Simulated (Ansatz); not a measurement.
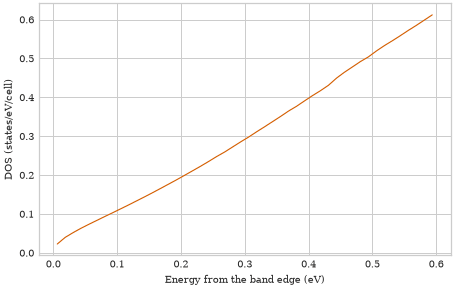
*Density of states of ZnSe (F-43m) below the valence band maximum, HSE06 with spin-orbit coupling, rigid bands (Ansatz, a first-principles code); cell volume 44.7 Å³.*

Q: What effective density of states at 300 K does this give (∫ g(E) exp(−E/k_BT) dE, both spins, divided by the cell's size)?

A: 2.5e19 cm⁻³, a density-of-states mass of 1.01 mₑ, valleys and band degeneracy included.

Geometry: cell and atoms relaxed with PBEsol.
